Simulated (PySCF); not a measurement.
**Property calculation, with input and output: SiCl2F (part 2 of 2)**

SiCl2F, multiplicity 2; PBE/aug-cc-pVDZ, UKS (PySCF 2.14.0). The geometry comes from this level: GFN2-xTB.

Geometry of the input (Å):
```
F  1.1883  -0.3765  0.9072
Si 0.0629  -0.4222  -0.2556
Cl -1.6864  -0.3992  0.7317
Cl 0.4352  1.1979  -1.3833
```

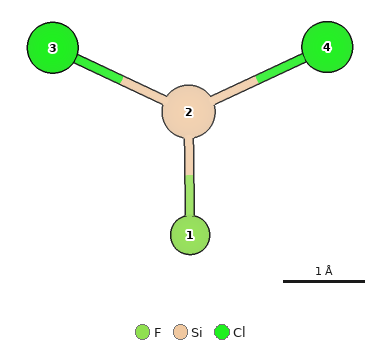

**Figure 1.** The structure as given in the input (ball-and-stick view, seen on its broad side; atoms are numbered from 1 in the order of the input).

Output, continued:
```
MO #85  energy= 1.14175146890988   | 1.14847998292476   occ= 0 | 0
MO #86  energy= 1.15991320039966   | 1.16803888114098   occ= 0 | 0
MO #87  energy= 1.16518900496746   | 1.17185724774126   occ= 0 | 0
MO #88  energy= 1.20147677712277   | 1.20539354367905   occ= 0 | 0
MO #89  energy= 1.22902414341246   | 1.23294318781264   occ= 0 | 0
MO #90  energy= 1.23223754552677   | 1.23493345843007   occ= 0 | 0
MO #91  energy= 1.26926323849208   | 1.27417794928334   occ= 0 | 0
MO #92  energy= 1.29832532122703   | 1.30047097408177   occ= 0 | 0
MO #93  energy= 1.34928402881561   | 1.35365316367199   occ= 0 | 0
MO #94  energy= 1.37336780862019   | 1.37885072159088   occ= 0 | 0
MO #95  energy= 1.401333313518     | 1.41001314051626   occ= 0 | 0
MO #96  energy= 1.47112732394966   | 1.47759805949781   occ= 0 | 0
MO #97  energy= 1.6524859000266    | 1.65452231821013   occ= 0 | 0
MO #98  energy= 1.79459022410496   | 1.79850749834439   occ= 0 | 0
MO #99  energy= 2.54628718386691   | 2.55414003656819   occ= 0 | 0
MO #100 energy= 4.32245876794611   | 4.32552050585855   occ= 0 | 0
MO #101 energy= 4.32678967397887   | 4.33062025821248   occ= 0 | 0
MO #102 energy= 4.40305306995495   | 4.4084687955404    occ= 0 | 0
MO #103 energy= 4.44495220138535   | 4.44715384639817   occ= 0 | 0
MO #104 energy= 4.50254842768445   | 4.50716932903402   occ= 0 | 0

To work with the spin densities directly, `use mulliken_meta_spin()` only printing them here.

 ** Mulliken spin pop alpha/beta on meta-lowdin orthogonal AOs **
 ** Mulliken Spin Density (per AO)  **
spin_pop of  0 F 1s       -0.00000
spin_pop of  0 F 2s        0.00175
spin_pop of  0 F 3s        0.00015
spin_pop of  0 F 4s        0.00069
spin_pop of  0 F 2px       0.00140
spin_pop of  0 F 2py       0.02313
spin_pop of  0 F 2pz       0.02475
spin_pop of  0 F 3px       0.00001
spin_pop of  0 F 3py       0.00159
spin_pop of  0 F 3pz       0.00061
spin_pop of  0 F 4px       0.00005
spin_pop of  0 F 4py      -0.00001
spin_pop of  0 F 4pz      -0.00001
spin_pop of  0 F 3dxy      0.00002
spin_pop of  0 F 3dyz     -0.00002
spin_pop of  0 F 3dz^2     0.00001
spin_pop of  0 F 3dxz      0.00004
spin_pop of  0 F 3dx2-y2    0.00002
spin_pop of  0 F 4dxy      0.00010
spin_pop of  0 F 4dyz     -0.00000
spin_pop of  0 F 4dz^2     0.00006
spin_pop of  0 F 4dxz      0.00004
spin_pop of  0 F 4dx2-y2    0.00002
spin_pop of  1 Si 1s        0.00000
spin_pop of  1 Si 2s        0.00000
spin_pop of  1 Si 3s        0.33140
spin_pop of  1 Si 4s        0.00544
spin_pop of  1 Si 5s       -0.00004
spin_pop of  1 Si 2px      -0.00000
spin_pop of  1 Si 2py       0.00000
spin_pop of  1 Si 2pz       0.00000
spin_pop of  1 Si 3px       0.00976
spin_pop of  1 Si 3py       0.27320
spin_pop of  1 Si 3pz       0.11476
spin_pop of  1 Si 4px       0.00010
spin_pop of  1 Si 4py       0.00037
spin_pop of  1 Si 4pz       0.00030
spin_pop of  1 Si 5px       0.00001
spin_pop of  1 Si 5py      -0.00002
spin_pop of  1 Si 5pz       0.00000
spin_pop of  1 Si 3dxy      0.00009
spin_pop of  1 Si 3dyz      0.00498
spin_pop of  1 Si 3dz^2     0.00027
spin_pop of  1 Si 3dxz      0.00014
spin_pop of  1 Si 3dx2-y2    0.00226
spin_pop of  1 Si 4dxy      0.00005
spin_pop of  1 Si 4dyz     -0.00011
spin_pop of  1 Si 4dz^2     0.00005
spin_pop of  1 Si 4dxz     -0.00002
spin_pop of  1 Si 4dx2-y2   -0.00004
spin_pop of  2 Cl 1s        0.00000
spin_pop of  2 Cl 2s       -0.00000
spin_pop of  2 Cl 3s        0.00142
spin_pop of  2 Cl 4s        0.00053
spin_pop of  2 Cl 5s        0.00085
spin_pop of  2 Cl 2px       0.00000
spin_pop of  2 Cl 2py       0.00000
spin_pop of  2 Cl 2pz       0.00000
spin_pop of  2 Cl 3px       0.02666
spin_pop of  2 Cl 3py       0.03167
spin_pop of  2 Cl 3pz       0.03840
spin_pop of  2 Cl 4px       0.00012
spin_pop of  2 Cl 4py       0.00120
spin_pop of  2 Cl 4pz       0.00042
spin_pop of  2 Cl 5px       0.00023
spin_pop of  2 Cl 5py      -0.00001
spin_pop of  2 Cl 5pz       0.00005
spin_pop of  2 Cl 3dxy     -0.00016
spin_pop of  2 Cl 3dyz      0.00011
spin_pop of  2 Cl 3dz^2    -0.00000
spin_pop of  2 Cl 3dxz     -0.00027
spin_pop of  2 Cl 3dx2-y2    0.00001
spin_pop of  2 Cl 4dxy      0.00007
spin_pop of  2 Cl 4dyz     -0.00001
spin_pop of  2 Cl 4dz^2     0.00001
spin_pop of  2 Cl 4dxz      0.00002
spin_pop of  2 Cl 4dx2-y2    0.00002
spin_pop of  3 Cl 1s        0.00000
spin_pop of  3 Cl 2s       -0.00000
spin_pop of  3 Cl 3s        0.00142
spin_pop of  3 Cl 4s        0.00053
spin_pop of  3 Cl 5s        0.00085
spin_pop of  3 Cl 2px      -0.00000
spin_pop of  3 Cl 2py       0.00001
spin_pop of  3 Cl 2pz      -0.00000
spin_pop of  3 Cl 3px      -0.00230
spin_pop of  3 Cl 3py       0.09922
spin_pop of  3 Cl 3pz      -0.00021
spin_pop of  3 Cl 4px       0.00007
spin_pop of  3 Cl 4py       0.00078
spin_pop of  3 Cl 4pz       0.00089
spin_pop of  3 Cl 5px      -0.00001
spin_pop of  3 Cl 5py       0.00016
spin_pop of  3 Cl 5pz       0.00011
spin_pop of  3 Cl 3dxy      0.00000
spin_pop of  3 Cl 3dyz      0.00010
spin_pop of  3 Cl 3dz^2    -0.00019
spin_pop of  3 Cl 3dxz     -0.00002
spin_pop of  3 Cl 3dx2-y2   -0.00020
spin_pop of  3 Cl 4dxy     -0.00002
spin_pop of  3 Cl 4dyz      0.00004
spin_pop of  3 Cl 4dz^2     0.00012
spin_pop of  3 Cl 4dxz      0.00000
spin_pop of  3 Cl 4dx2-y2   -0.00003
 ** Mulliken Spin Density (per atom)  **
spin density of  0 F =      0.05438
spin density of  1 Si =      0.74296
spin density of  2 Cl =      0.10134
spin density of  3 Cl =      0.10131
 ** Mulliken pop alpha/beta on meta-lowdin orthogonal AOs **
 ** Mulliken pop       alpha | beta **
pop of  0 F 1s        0.99998 | 0.99998
pop of  0 F 2s        0.92966 | 0.92791
pop of  0 F 3s        0.00172 | 0.00157
pop of  0 F 4s        0.00130 | 0.00061
pop of  0 F 2px       0.92265 | 0.92125
pop of  0 F 2py       0.96467 | 0.94154
pop of  0 F 2pz       0.92624 | 0.90149
pop of  0 F 3px       0.00118 | 0.00117
pop of  0 F 3py       0.00289 | 0.00131
pop of  0 F 3pz       0.00154 | 0.00093
pop of  0 F 4px       0.00079 | 0.00074
pop of  0 F 4py       0.00060 | 0.00061
pop of  0 F 4pz       0.00086 | 0.00087
pop of  0 F 3dxy      0.00067 | 0.00065
pop of  0 F 3dyz      0.00066 | 0.00068
pop of  0 F 3dz^2     0.00120 | 0.00118
pop of  0 F 3dxz      0.00221 | 0.00217
pop of  0 F 3dx2-y2    0.00083 | 0.00081
pop of  0 F 4dxy      0.00043 | 0.00034
pop of  0 F 4dyz      0.00036 | 0.00037
pop of  0 F 4dz^2     0.00066 | 0.00060
pop of  0 F 4dxz      0.00110 | 0.00106
pop of  0 F 4dx2-y2    0.00044 | 0.00042
pop of  1 Si 1s        1.00000 | 1.00000
pop of  1 Si 2s        0.99987 | 0.99987
pop of  1 Si 3s        0.74173 | 0.41033
pop of  1 Si 4s        0.01051 | 0.00507
pop of  1 Si 5s        0.00061 | 0.00065
pop of  1 Si 2px       0.99992 | 0.99993
pop of  1 Si 2py       0.99993 | 0.99993
pop of  1 Si 2pz       0.99993 | 0.99993
pop of  1 Si 3px       0.26613 | 0.25637
pop of  1 Si 3py       0.49061 | 0.21741
pop of  1 Si 3pz       0.35510 | 0.24035
pop of  1 Si 4px       0.00692 | 0.00682
pop of  1 Si 4py       0.00499 | 0.00462
pop of  1 Si 4pz       0.00607 | 0.00577
pop of  1 Si 5px       0.00074 | 0.00073
pop of  1 Si 5py       0.00039 | 0.00041
pop of  1 Si 5pz       0.00058 | 0.00058
pop of  1 Si 3dxy      0.00654 | 0.00645
pop of  1 Si 3dyz      0.01084 | 0.00586
pop of  1 Si 3dz^2     0.00652 | 0.00625
pop of  1 Si 3dxz      0.00550 | 0.00536
pop of  1 Si 3dx2-y2    0.00824 | 0.00597
pop of  1 Si 4dxy      0.00092 | 0.00087
pop of  1 Si 4dyz      0.00066 | 0.00077
pop of  1 Si 4dz^2     0.00097 | 0.00092
pop of  1 Si 4dxz      0.00092 | 0.00094
pop of  1 Si 4dx2-y2    0.00084 | 0.00088
pop of  2 Cl 1s        1.00000 | 1.00000
pop of  2 Cl 2s        0.99988 | 0.99988
pop of  2 Cl 3s        0.92800 | 0.92657
pop of  2 Cl 4s        0.00185 | 0.00133
pop of  2 Cl 5s        0.00133 | 0.00049
pop of  2 Cl 2px       0.99996 | 0.99996
pop of  2 Cl 2py       0.99997 | 0.99996
pop of  2 Cl 2pz       0.99996 | 0.99996
pop of  2 Cl 3px       0.83218 | 0.80552
pop of  2 Cl 3py       0.95940 | 0.92774
pop of  2 Cl 3pz       0.91527 | 0.87687
pop of  2 Cl 4px       0.00159 | 0.00147
pop of  2 Cl 4py       0.00191 | 0.00071
pop of  2 Cl 4pz       0.00148 | 0.00106
pop of  2 Cl 5px       0.00044 | 0.00022
pop of  2 Cl 5py       0.00036 | 0.00037
pop of  2 Cl 5pz       0.00036 | 0.00031
pop of  2 Cl 3dxy      0.00171 | 0.00186
pop of  2 Cl 3dyz      0.00080 | 0.00070
pop of  2 Cl 3dz^2     0.00145 | 0.00146
pop of  2 Cl 3dxz      0.00353 | 0.00380
pop of  2 Cl 3dx2-y2    0.00267 | 0.00266
pop of  2 Cl 4dxy      0.00038 | 0.00031
pop of  2 Cl 4dyz      0.00020 | 0.00020
pop of  2 Cl 4dz^2     0.00030 | 0.00029
pop of  2 Cl 4dxz      0.00039 | 0.00036
pop of  2 Cl 4dx2-y2    0.00033 | 0.00032
pop of  3 Cl 1s        1.00000 | 1.00000
pop of  3 Cl 2s        0.99988 | 0.99988
pop of  3 Cl 3s        0.92798 | 0.92656
pop of  3 Cl 4s        0.00185 | 0.00133
pop of  3 Cl 5s        0.00133 | 0.00049
pop of  3 Cl 2px       0.99997 | 0.99997
pop of  3 Cl 2py       0.99996 | 0.99995
pop of  3 Cl 2pz       0.99996 | 0.99996
pop of  3 Cl 3px       0.94003 | 0.94233
pop of  3 Cl 3py       0.86828 | 0.76906
pop of  3 Cl 3pz       0.89853 | 0.89874
pop of  3 Cl 4px       0.00104 | 0.00097
pop of  3 Cl 4py       0.00217 | 0.00139
pop of  3 Cl 4pz       0.00177 | 0.00088
pop of  3 Cl 5px       0.00037 | 0.00037
pop of  3 Cl 5py       0.00041 | 0.00025
pop of  3 Cl 5pz       0.00038 | 0.00028
pop of  3 Cl 3dxy      0.00176 | 0.00176
pop of  3 Cl 3dyz      0.00365 | 0.00355
pop of  3 Cl 3dz^2     0.00146 | 0.00165
pop of  3 Cl 3dxz      0.00096 | 0.00098
pop of  3 Cl 3dx2-y2    0.00233 | 0.00253
pop of  3 Cl 4dxy      0.00030 | 0.00032
pop of  3 Cl 4dyz      0.00043 | 0.00039
pop of  3 Cl 4dz^2     0.00037 | 0.00025
pop of  3 Cl 4dxz      0.00022 | 0.00022
pop of  3 Cl 4dx2-y2    0.00027 | 0.00030
In total            29.00000 | 28.00000
 ** Mulliken atomic charges   ( Nelec_alpha | Nelec_beta ) **
charge of  0F =     -0.47094  (     4.76266      4.70828 )
charge of  1Si =      0.89102  (     6.92597      6.18301 )
charge of  2Cl =     -0.21005  (     8.65570      8.55435 )
charge of  3Cl =     -0.21003  (     8.65567      8.55436 )
Dipole moment(X, Y, Z, Debye): -0.46616, -0.37000, -0.74663
Traceless quadrupole moment (Debye*A):
```

Summary:

| quantity | value |
| --- | --- |
| outcome | converged |
| total energy | −1309.248982 hartree |
| basis functions | 104 |
| ⟨S²⟩ | 0.752 |
| dipole moment | 0.95 D |
| wall time | 19 s |
| peak memory | 0.54 GiB |

Remarks:

The record of the run, not the program, notes: logged alpha LUMO and gap are faulty.
